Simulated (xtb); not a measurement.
Run report: CH$_{6}$FSi$_{2}$ (charge −1), property calculation (part 2 of 2)

The same run, continued: CH$_{6}$FSi$_{2}$, charge −1; GFN2-xTB (xtb 6.7.1). The run did not end well. The geometry was optimised with GFN2-xTB.

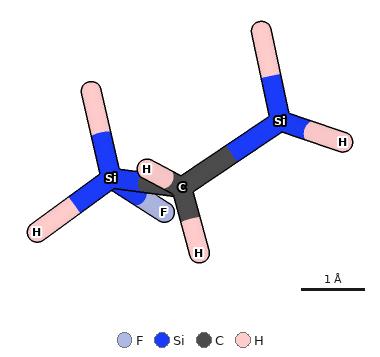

The input geometry (stick view, seen at a tilt).

## Output, continued
```
  93    -13.5624239 -0.172641E-02  0.937E-01    0.64       1.0  T
  94    -13.5798653 -0.174414E-01  0.240E+00    0.59       1.0  T
  95    -13.7276421 -0.147777E+00  0.570E+00    0.60       1.0  T
  96    -13.6579352  0.697068E-01  0.468E+00    0.61       1.0  T
  97    -13.6491122  0.882299E-02  0.444E+00    0.61       1.0  T
  98    -13.6403676  0.874465E-02  0.427E+00    0.61       1.0  T
  99    -13.6556658 -0.152983E-01  0.461E+00    0.62       1.0  T
 100    -13.6495358  0.613001E-02  0.450E+00    0.62       1.0  T
 101    -13.6673272 -0.177914E-01  0.483E+00    0.62       1.0  T
 102    -13.6651820  0.214523E-02  0.481E+00    0.61       1.0  T
 103    -13.6700866 -0.490456E-02  0.489E+00    0.61       1.0  T
 104    -13.6695895  0.497108E-03  0.488E+00    0.61       1.0  T
 105    -13.6596396  0.994981E-02  0.469E+00    0.62       1.0  T
 106    -13.6509322  0.870743E-02  0.449E+00    0.62       1.0  T
 107    -13.6331278  0.178044E-01  0.407E+00    0.62       1.0  T
 108    -13.6174616  0.156662E-01  0.363E+00    0.61       1.0  T
 109    -13.6001665  0.172950E-01  0.305E+00    0.61       1.0  T
 110    -13.5848765  0.152900E-01  0.243E+00    0.61       1.0  T
 111    -13.5718926  0.129839E-01  0.179E+00    0.62       1.0  T
 112    -13.5629797  0.891296E-02  0.136E+00    0.66       1.0  T
 113    -13.5592485  0.373115E-02  0.125E+00    0.68       1.0  T
 114    -13.5587522  0.496292E-03  0.122E+00    0.68       1.0  T
 115    -13.5551678  0.358443E-02  0.134E+00    0.66       1.0  T
 116    -13.5486339  0.653391E-02  0.184E+00    0.59       1.0  T
 117    -13.4730932  0.755407E-01  0.546E+00    0.42       1.0  T
 118    -13.5505909 -0.774978E-01  0.220E+00    0.66       1.0  T
 119    -13.5052541  0.453368E-01  0.448E+00    0.43       1.0  T
 120    -13.1720652  0.333189E+00  0.122E+01    0.54       1.0  T
 121    -13.1976429 -0.255776E-01  0.116E+01    0.54       1.0  T
 122    -13.4773941 -0.279751E+00  0.523E+00    0.44       1.0  T
 123    -13.5574314 -0.800373E-01  0.197E+00    0.75       1.0  T
 124    -13.5491843  0.824704E-02  0.225E+00    0.62       1.0  T
 125    -13.4874573  0.617271E-01  0.515E+00    0.42       1.0  T
 126    -13.3231627  0.164295E+00  0.933E+00    0.54       1.0  T
 127    -13.2464123  0.767504E-01  0.109E+01    0.62       1.0  T
 128    -13.2829382 -0.365259E-01  0.102E+01    0.60       1.0  T
 129    -13.3706447 -0.877066E-01  0.846E+00    0.49       1.0  T
 130    -13.3969956 -0.263509E-01  0.789E+00    0.46       1.0  T
 131    -13.2193592  0.177636E+00  0.115E+01    0.65       1.0  T
 132    -12.7966918  0.422667E+00  0.192E+01    0.70       1.0  T
 133    -11.6151893  0.118150E+01  0.291E+01    0.52       1.0  T
 134    -11.3872612  0.227928E+00  0.295E+01    0.52       1.0  T
 135    -12.0062308 -0.618970E+00  0.277E+01    0.54       1.0  T
 136    -11.9351930  0.710378E-01  0.281E+01    0.53       1.0  T
 137    -11.5487887  0.386404E+00  0.294E+01    0.52       1.0  T
 138    -11.6795797 -0.130791E+00  0.291E+01    0.52       1.0  T
 139    -11.7436364 -0.640567E-01  0.289E+01    0.53       1.0  T
 140    -12.0753385 -0.331702E+00  0.276E+01    0.59       1.0  T
 141    -11.3918205  0.683518E+00  0.298E+01    0.52       1.0  T
 142    -10.4061833  0.985637E+00  0.310E+01    0.56       1.0  T
 143    -10.2093795  0.196804E+00  0.312E+01    0.58       1.0  T
 144    -10.1653850  0.439946E-01  0.312E+01    0.58       1.0  T
 145    -11.6018812 -0.143650E+01  0.294E+01    0.52       1.0  T
 146    -12.3973926 -0.795511E+00  0.253E+01    0.80       1.0  T
 147     -8.3094442  0.408795E+01  0.325E+01    0.66       1.0  T
 148     -2.4504942  0.585895E+01  0.380E+01    0.29       1.0  T
 149     -2.1788376  0.271657E+00  0.381E+01    0.22       1.0  T
 150     -2.0544675  0.124370E+00  0.382E+01    0.20       1.0  T
 151     -6.4316946 -0.437723E+01  0.344E+01    0.79       1.0  T
 152     -3.5442982  0.288740E+01  0.363E+01    0.57       1.0  T
 153      8.8024292  0.123467E+02  0.596E+01    0.35       1.0  T
 154      8.3544566 -0.447973E+00  0.576E+01    0.30       1.0  T
 155      9.5147945  0.116034E+01  0.631E+01    0.43       1.0  T
 156      8.9996621 -0.515132E+00  0.611E+01    0.37       1.0  T
 157      9.5830776  0.583416E+00  0.637E+01    0.43       1.0  T
 158      9.2595196 -0.323558E+00  0.624E+01    0.40       1.0  T
 159      8.2418251 -0.101769E+01  0.577E+01    0.29       1.0  T
 160      8.6767745  0.434949E+00  0.599E+01    0.31       1.0  T
 161      8.4554011 -0.221373E+00  0.588E+01    0.29       1.0  T
 162      8.4849725  0.295714E-01  0.589E+01    0.30       1.0  T
 163      7.4969130 -0.988060E+00  0.550E+01    0.34       1.0  T
 164      8.4515096  0.954597E+00  0.589E+01    0.29       1.0  T
 165      7.2389838 -0.121253E+01  0.541E+01    0.38       1.0  T
 166      7.7543005  0.515317E+00  0.560E+01    0.31       1.0  T
 167      7.7862411  0.319406E-01  0.559E+01    0.31       1.0  T
 168    -11.6473635 -0.194336E+02  0.287E+01    0.55       1.0  T
 169    -12.9757150 -0.132835E+01  0.151E+01    0.53       1.0  T
 170    -13.5523183 -0.576603E+00  0.330E+00    0.78       1.0  T
 171    -13.4178428  0.134475E+00  0.687E+00    0.46       1.0  T
 172    -13.5486408 -0.130798E+00  0.284E+00    0.69       1.0  T
 173    -13.5426080  0.603278E-02  0.292E+00    0.61       1.0  T
 174    -13.5528027 -0.101947E-01  0.260E+00    0.73       1.0  T
 175    -13.5673640 -0.145613E-01  0.264E+00    0.69       1.0  T
 176    -13.5656383  0.172569E-02  0.277E+00    0.70       1.0  T
 177    -13.5612345  0.440378E-02  0.286E+00    0.73       1.0  T
 178    -13.5579408  0.329373E-02  0.281E+00    0.75       1.0  T
 179    -13.5582256 -0.284766E-03  0.271E+00    0.75       1.0  T
 180    -13.5491623  0.906331E-02  0.248E+00    0.66       1.0  T
 181    -13.5279137  0.212485E-01  0.335E+00    0.52       1.0  T
 182    -13.4795314  0.483823E-01  0.517E+00    0.45       1.0  T
 183    -13.5289609 -0.494295E-01  0.365E+00    0.53       1.0  T
 184    -13.1479334  0.381028E+00  0.122E+01    0.50       1.0  T
 185    -13.5185744 -0.370641E+00  0.382E+00    0.47       1.0  T
 186    -13.0136787  0.504896E+00  0.145E+01    0.44       1.0  T
 187    -13.2293375 -0.215659E+00  0.108E+01    0.58       1.0  T
 188    -13.1713683  0.579692E-01  0.118E+01    0.55       1.0  T
 189    -13.2983451 -0.126977E+00  0.960E+00    0.58       1.0  T
 190    -13.3257155 -0.273703E-01  0.913E+00    0.55       1.0  T
 191    -13.4872948 -0.161579E+00  0.536E+00    0.44       1.0  T
 192    -13.3092082  0.178087E+00  0.954E+00    0.58       1.0  T
 193    -13.5156001 -0.206392E+00  0.451E+00    0.48       1.0  T
 194    -13.4290944  0.865057E-01  0.694E+00    0.44       1.0  T
 195    -13.5208606 -0.917662E-01  0.432E+00    0.49       1.0  T
 196    -13.4964690  0.243915E-01  0.506E+00    0.45       1.0  T
 197    -13.5286146 -0.321456E-01  0.397E+00    0.52       1.0  T
 198    -13.5418607 -0.132461E-01  0.347E+00    0.61       1.0  T
 199    -13.5523477 -0.104870E-01  0.318E+00    0.72       1.0  T
 200    -13.5571681 -0.482047E-02  0.309E+00    0.74       1.0  T
 201    -13.5564298  0.738330E-03  0.313E+00    0.75       1.0  T
 202    -13.5567375 -0.307709E-03  0.313E+00    0.75       1.0  T
 203    -13.5541129  0.262461E-02  0.316E+00    0.74       1.0  T
 204    -13.5520859  0.202705E-02  0.316E+00    0.72       1.0  T
 205    -13.5353072  0.167786E-01  0.352E+00    0.56       1.0  T
 206    -13.3919461  0.143361E+00  0.761E+00    0.48       1.0  T
 207    -13.5440624 -0.152116E+00  0.380E+00    0.66       1.0  T
 208    -13.2180744  0.325988E+00  0.109E+01    0.59       1.0  T
 209    -13.4192597 -0.201185E+00  0.693E+00    0.47       1.0  T
 210    -13.4228518 -0.359207E-02  0.691E+00    0.46       1.0  T
 211    -13.2562198  0.166632E+00  0.103E+01    0.65       1.0  T
 212    -13.4243468 -0.168127E+00  0.684E+00    0.45       1.0  T
 213    -13.2742562  0.150091E+00  0.998E+00    0.64       1.0  T
 214    -13.4308139 -0.156558E+00  0.675E+00    0.45       1.0  T
 215    -13.2624306  0.168383E+00  0.102E+01    0.65       1.0  T
 216    -13.4432251 -0.180794E+00  0.648E+00    0.45       1.0  T
 217    -13.2163194  0.226906E+00  0.111E+01    0.65       1.0  T
 218    -13.4879183 -0.271599E+00  0.535E+00    0.45       1.0  T
 219    -13.1093851  0.378533E+00  0.130E+01    0.60       1.0  T
 220    -13.5260942 -0.416709E+00  0.449E+00    0.54       1.0  T
 221    -12.9151843  0.610910E+00  0.164E+01    0.57       1.0  T
 222    -12.4949615  0.420223E+00  0.223E+01    0.26       1.0  T
 223     -9.9557036  0.253926E+01  0.312E+01    0.44       1.0  T
 224    -11.4503885 -0.149468E+01  0.293E+01    0.47       1.0  T
 225    -12.0768958 -0.626507E+00  0.268E+01    0.43       1.0  T
 226     -7.4883798  0.458852E+01  0.336E+01    0.52       1.0  T
 227      7.6004468  0.150888E+02  0.529E+01    0.36       1.0  T
 228     10.7809281  0.318048E+01  0.696E+01    0.42       1.0  T
 229     10.3179036 -0.463025E+00  0.645E+01    0.44       1.0  T
 230     -9.2999806 -0.196179E+02  0.302E+01    0.51       1.0  T
 231      6.2982005  0.155982E+02  0.495E+01    0.63       1.0  T
 232     10.9875947  0.468939E+01  0.736E+01    0.41       1.0  T
 233      1.4344960 -0.955310E+01  0.409E+01    0.61       1.0  T
 234     11.7492781  0.103148E+02  0.912E+01    0.29       1.0  T
 235      9.0829021 -0.266638E+01  0.584E+01    0.44       1.0  T
 236    -11.0633257 -0.201462E+02  0.286E+01    0.70       1.0  T
 237     11.3020355  0.223654E+02  0.769E+01    0.46       1.0  T
 238     12.0629806  0.760945E+00  0.920E+01    0.35       1.0  T
 239     12.2706577  0.207677E+00  0.960E+01    0.33       1.0  T
 240     11.6412731 -0.629385E+00  0.833E+01    0.41       1.0  T
 241     10.9725188 -0.668754E+00  0.732E+01    0.49       1.0  T
 242     11.7199059  0.747387E+00  0.845E+01    0.39       1.0  T
 243     10.9942152 -0.725691E+00  0.720E+01    0.48       1.0  T
 244     11.6685801  0.674365E+00  0.824E+01    0.40       1.0  T
 245     11.5862822 -0.822979E-01  0.805E+01    0.40       1.0  T
 246     11.0407708 -0.545511E+00  0.702E+01    0.43       1.0  T
 247     10.9403342 -0.100437E+00  0.687E+01    0.45       1.0  T
 248     11.3303402  0.390006E+00  0.751E+01    0.42       1.0  T
 249     11.1948842 -0.135456E+00  0.724E+01    0.41       1.0  T
 250     10.6466270 -0.548257E+00  0.649E+01    0.42       1.0  T
     SCC iter.                  ...        0 min,  0.136 sec
     gradient                   ...        0 min,  0.001 sec

Run single point for oxidized species

Fukui functions:
     #        f(+)     f(-)     f(0)
     1F       0.272    0.000    0.136
     2Si      0.655    0.000    0.327
     3C       0.953    0.000    0.477
     4Si     -6.660    0.000   -3.330
     5H       0.293    0.000    0.146
     6H       0.118    0.000    0.059
     7H       0.165    0.000    0.083
     8H       0.313    0.000    0.156
     9H       2.426    0.000    1.213
    10H       2.467    0.000    1.234
########################################################################
[ERROR] Program stopped due to fatal error
-6- Calculation terminated
-5- xtb_calculator_singlepoint: Electronic structure method terminated
-4- scf: Setup of Coulomb evaluator failed
-3- type_latticepoint_update: Could not generate lattice points
-2- xtb_calculator_singlepoint: Electronic structure method terminated
-1- scf: Self consistent charge iterator did not converge
########################################################################
```

## Standard error
```
ERROR STOP
Error termination. Backtrace:
abnormal termination of xtb
```

The run was set up as follows.

## Input file (mol.json)
```
{
 "schema_name": "qcschema_molecule",
 "schema_version": 2,
 "symbols": [
  "F",
  "Si",
  "C",
  "Si",
  "H",
  "H",
  "H",
  "H",
  "H",
  "H"
 ],
 "geometry": [
  -4.04057461,
  1.60651287,
  0.59516924,
  -1.11631791,
  2.21593065,
  1.21348763,
  0.66970004,
  -0.85757661,
  0.86575913,
  0.49463581,
  -2.19121303,
  -2.46707525,
  -0.38746944,
  4.09390268,
  -0.66021362,
  -1.1433032,
  3.21151396,
  3.78215456,
  2.6454465,
  -0.57914437,
  1.38857076,
  -0.09051788,
  -2.24344506,
  2.18703674,
  1.74092909,
  -0.55077958,
  -4.30232057,
  1.38450785,
  -4.80247438,
  -2.59706951
 ],
 "molecular_charge": -1,
 "molecular_multiplicity": 1
}
```

Launched with:
```bash
xtb mol.json --wbo --json --gfn2 --vfukui --parallel 1 | tee out.txt
```

## What the run reported

- outcome: not converged
- electrons treated: 26
- total energy: −13.551784 hartree
- dispersion energy: −0.007944 hartree
- basis functions: 34
- HOMO: −2.10 eV
- LUMO: −0.42 eV
- hardware: 1 thread of AMD EPYC (Zen 5), 176 GiB of memory available, shared host
- peak memory: 0.078 GiB

## Diagnosis

The run did not converge. Its last values are not results.
